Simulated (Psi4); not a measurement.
# revPBE/6-31G(d) (spherical functions) run of C2H7AlO (SMILES C[CH2][AlH][OH])

Aim: the vertical ionisation energy of C2H7AlO at revPBE/6-31G* (spherical functions), from 2 runs. 

Program for the calculation: Psi4 1.11.

### Step 1. The structure to begin with

The species is C2H7AlO (11 atoms), meant as a singlet with charge 0. SMILES: `C[CH2][AlH][OH]`. Geometry: relaxed at PBE0-D4/def2-TZVP. This is one conformer, not always the lowest.

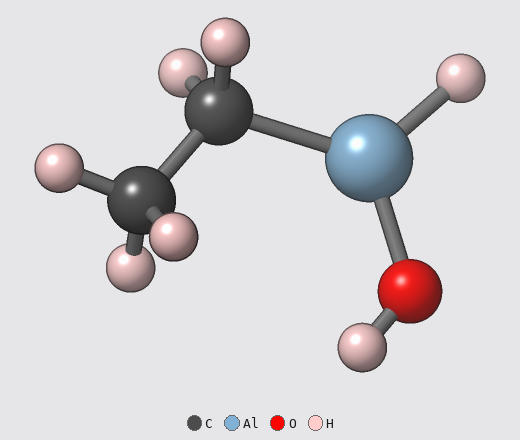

Viewed from a chosen angle; carbon dark grey, aluminium light blue, oxygen red, hydrogen pink.

### Step 2. Energy and gradient at revPBE/6-31G(d) (spherical functions)

Contents of job.json:

```json
{
  "schema_name": "qcschema_input",
  "schema_version": 1,
  "molecule": {
    "schema_name": "qcschema_molecule",
    "schema_version": 2,
    "symbols": ["C", "C", "Al", "O", "H", "H", "H", "H", "H", "H", "H"],
    "geometry": [-2.10061956, 1.56733885, 0.20106686, 0.33240283, 0.73321374, 1.51556035, 2.37066142, -1.79127139, -0.26040426, 1.44110514, -2.97972015, -3.09782804, -3.38449949, -0.02248774, -0.11092692, -3.14185865, 2.97631865, 1.29937568, -1.72078461, 2.40618827, -1.64954193, -0.0931635, -0.01889726, 3.40282983, 1.54730775, 2.37500779, 1.8857577, 4.95542882, -2.87748597, 0.77932305, -0.08277, -2.4757302, -3.92647294],
    "molecular_charge": 0,
    "molecular_multiplicity": 1,
    "fix_symmetry": "c1",
    "fix_com": true,
    "fix_orientation": true
  },
  "driver": "gradient",
  "model": {
    "method": "revpbe",
    "basis": "6-31G*"
  },
  "keywords": {
    "puream": true,
    "e_convergence": 1e-09,
    "d_convergence": 1e-08,
    "scf_type": "pk",
    "dft_radial_points": 99,
    "dft_spherical_points": 590,
    "scf_properties": ["WIBERG_LOWDIN_INDICES", "LOWDIN_CHARGES", "MULLIKEN_CHARGES"]
  }
}
```

On the command line:

```
psi4 --qcschema job.json -n 1 --memory 2200MB
```

stdout:

```text
[...]
  Running in c1 symmetry.
[...]
  Nuclear repulsion =  154.697806253555740
[...]
  Multiplicity = 1
[...]
  Nalpha       = 20
  Nbeta        = 20
[...]
    Number of basis functions: 74
[...]
   @RKS iter   1:  -397.39117929113200   -1.64755e-01   1.51141e-02 ADIIS/DIIS
[...]
   @RKS iter  12:  -397.98653890577498   -4.14957e-12   5.11215e-09 DIIS
[...]
    Orbital Energies [Eh]
    ---------------------
    Doubly Occupied:
       1A    -55.374646     2A    -18.756376     3A     -9.892801
       4A     -9.879624     5A     -3.917222     6A     -2.520116
       7A     -2.512763     8A     -2.510596     9A     -0.878907
      10A     -0.675022    11A     -0.544899    12A     -0.439382
      13A     -0.386510    14A     -0.371086    15A     -0.327445
      16A     -0.299980    17A     -0.299077    18A     -0.272725
      19A     -0.259276    20A     -0.219617
[...]
  @RKS Final Energy:  -397.98653890577498
   => Energetics <=
    Nuclear Repulsion Energy =            154.6978062535557399
    One-Electron Energy =                -855.4837538841778724
    Two-Electron Energy =                 343.4849619840515516
    DFT Exchange-Correlation Energy =     -40.6855532592044256
    Empirical Dispersion Energy =           0.0000000000000000
    VV10 Nonlocal Energy =                  0.0000000000000000
    Total Energy =                       -397.9865389057749780
[...]
 Multipole Moments:
 ------------------------------------------------------------------------------------
     Multipole            Electronic (a.u.)      Nuclear  (a.u.)        Total (a.u.)
 ------------------------------------------------------------------------------------
 L = 1.  Multiply by 2.5417464519 to convert [e a0] to [Debye]
 Dipole X            :        -30.4394957           29.8177995           -0.6216962
 Dipole Y            :         31.4263352          -30.9580602            0.4682750
 Dipole Z            :         16.2613587          -16.1877720            0.0735867
 Magnitude           :                                                    0.7817945
[...]
  Mulliken Charges: (a.u.)
   Center  Symbol    Alpha    Beta     Spin     Total
       1     C     3.23860  3.23860  0.00000 -0.47720
       2     C     3.27362  3.27362  0.00000 -0.54724
       3    AL     6.19354  6.19354  0.00000  0.61293
       4     O     4.35941  4.35941  0.00000 -0.71883
       5     H     0.42130  0.42130  0.00000  0.15740
       6     H     0.41967  0.41967  0.00000  0.16066
       7     H     0.42118  0.42118  0.00000  0.15764
       8     H     0.41436  0.41436  0.00000  0.17128
       9     H     0.41431  0.41431  0.00000  0.17138
      10     H     0.54836  0.54836  0.00000 -0.09673
      11     H     0.29564  0.29564  0.00000  0.40872
[...]
  -Total Gradient:
     Atom            X                  Y                   Z
    ------   -----------------  -----------------  -----------------
       1        0.001312434554    -0.000379016185     0.000715033825
       2       -0.001543156856     0.000117269388    -0.001449306067
       3       -0.004282066988    -0.004305311594    -0.011121303276
       4       -0.010246113907     0.014007300240     0.010954877352
       5        0.005235979611     0.005678561954     0.001083735561
       6        0.004348730599    -0.005606456146    -0.004149176032
       7       -0.001064060037    -0.003506027584     0.006923481118
       8        0.001662852978     0.002626921245    -0.006927653665
       9       -0.004326700186    -0.006047771475    -0.001384426671
      10       -0.005148395913     0.002634818351    -0.001390274617
      11        0.014060208714    -0.005215718963     0.006761467462
[...]
```

Wall time 16 s (1 thread of AMD EPYC 9R45 (Zen 5), shared host); peak memory 1.4 GiB.

### Step 3. The doublet cation

Contents of input.inp:

```
memory 2.2 GB

molecule geom {
  1 2
  C     -1.111600     0.829400     0.106400
  C      0.175900     0.388000     0.802000
  Al     1.254500    -0.947900    -0.137800
  O      0.762600    -1.576800    -1.639300
  H     -1.791000    -0.011900    -0.058700
  H     -1.662600     1.575000     0.687600
  H     -0.910600     1.273300    -0.872900
  H     -0.049300    -0.010000     1.800700
  H      0.818800     1.256800     0.997900
  H      2.622300    -1.522700     0.412400
  H     -0.043800    -1.310100    -2.077800
  symmetry c1
  no_reorient
  no_com
}

set globals {
  reference uks
  puream true
  e_convergence 1e-09
  d_convergence 1e-08
  scf_type pk
  dft_radial_points 99
  dft_spherical_points 590
  maxiter 100
}

e_tot, wfn = gradient("revpbe/6-31G*", return_wfn=True)
oeprop(wfn, "DIPOLE", "LOWDIN_CHARGES", "MAYER_INDICES", title="REVPBE")
```

On the command line:

```
psi4 -n 1 input.inp input.out
```

input.out:

```text
[...]
  Running in c1 symmetry.
[...]
  Nuclear repulsion =  154.697806134129877
[...]
  Multiplicity = 2
[...]
  Nalpha       = 20
  Nbeta        = 19
[...]
    Number of basis functions: 74
[...]
   @UKS iter   1:  -397.05933861605513    1.67086e-01   1.45437e-02 DIIS/ADIIS
[...]
   @UKS iter  18:  -397.65125348032001    3.97904e-13   1.09440e-09 DIIS
[...]
   @S^2 Observed:                7.533955600E-01
[...]
    Orbital Energies [Eh]
    ---------------------
    Alpha Occupied:
       1A    -55.639969     2A    -18.988003     3A    -10.153551
       4A    -10.108480     5A     -4.178614     6A     -2.779973
       7A     -2.776256     8A     -2.772176     9A     -1.104506
      10A     -0.917329    11A     -0.782421    12A     -0.660898
      13A     -0.618348    14A     -0.610938    15A     -0.565320
      16A     -0.532064    17A     -0.520501    18A     -0.507634
      19A     -0.483858    20A     -0.477588
    Alpha Virtual:
      21A     -0.241513    22A     -0.211810    23A     -0.169078
      24A     -0.118915    25A     -0.093930    26A     -0.080767
[...]
  @UKS Final Energy:  -397.65125348032001
   => Energetics <=
    Nuclear Repulsion Energy =            154.6978061341298769
    One-Electron Energy =                -845.9723679294068006
    Two-Electron Energy =                 333.9677847686093628
    DFT Exchange-Correlation Energy =     -40.3444764536524687
    Empirical Dispersion Energy =           0.0000000000000000
    VV10 Nonlocal Energy =                  0.0000000000000000
    Total Energy =                       -397.6512534803200083
  UHF NO Occupations:
  HONO-2 :   18  A 1.9997183
  HONO-1 :   19  A 1.9989140
[...]
  -Total Gradient:
     Atom            X                  Y                   Z
    ------   -----------------  -----------------  -----------------
       1       -0.017981923398     0.025594519925     0.020818936105
       2        0.045441114912    -0.048599366906    -0.027457563986
       3       -0.021598620994     0.022908149456     0.012851970475
       4       -0.006480283749    -0.002486659551    -0.010779101908
       5        0.007941500388     0.003651420729    -0.003043479279
       6        0.001954570904    -0.009323166600    -0.012571554553
       7       -0.000146045391    -0.008152267716     0.004469460675
       8       -0.003718817942     0.017618241656    -0.003599064041
       9       -0.016402368388    -0.000901094839     0.008153459264
      10       -0.005734736849    -0.000816551684    -0.007356283445
      11        0.016735462332     0.000511209543     0.018529580336
[...]
 Multipole Moments:
 ------------------------------------------------------------------------------------
     Multipole            Electronic (a.u.)      Nuclear  (a.u.)        Total (a.u.)
 ------------------------------------------------------------------------------------
 L = 1.  Multiply by 2.5417464519 to convert [e a0] to [Debye]
 Dipole X            :        -29.4217076           29.8177996            0.3960920
 Dipole Y            :         30.8650406          -30.9580603           -0.0930197
 Dipole Z            :         16.4778530          -16.1877719            0.2900810
 Magnitude           :                                                    0.4996884
[...]
```

It took 31 s on 1 thread of AMD EPYC 9R45 (Zen 5), shared host; peak memory 1.4 GiB.

### Step 4. Results

At revPBE/6-31G* (spherical functions):

| quantity | value |
| --- | --- |
| singlet C2H7AlO: total energy | -397.98654 Eh |
| singlet C2H7AlO: dipole moment | 1.99 D |
| singlet C2H7AlO: HOMO energy | -5.98 eV |
| singlet C2H7AlO: LUMO energy | -0.93 eV |
| singlet C2H7AlO: HOMO–LUMO gap | 5.05 eV |
| singlet C2H7AlO: largest force on an atom | 1.055 eV/Å |
| doublet cation: total energy | -397.65125 Eh |
| doublet cation: HOMO energy (highest over α and β) | -12.89 eV |
| doublet cation: LUMO energy (lowest over α and β) | -12.22 eV |
| doublet cation: ⟨S²⟩ | 0.753 |
| doublet cation: largest force on an atom | 3.701 eV/Å |
| vertical ionisation energy (to the doublet cation) | 9.124 eV |

**Reading.** Removing an electron at fixed nuclei costs 9.12 eV (210 kcal/mol). The largest force (singlet C2H7AlO) is 1.06 eV/Å: the shape isn't a stationary point for this species at this level. The negative HOMO energy of the first species, 5.98 eV, lies 3.15 eV below that difference. Mulliken charges (singlet C2H7AlO) run from -0.72 on O4 to +0.61 on Al3.
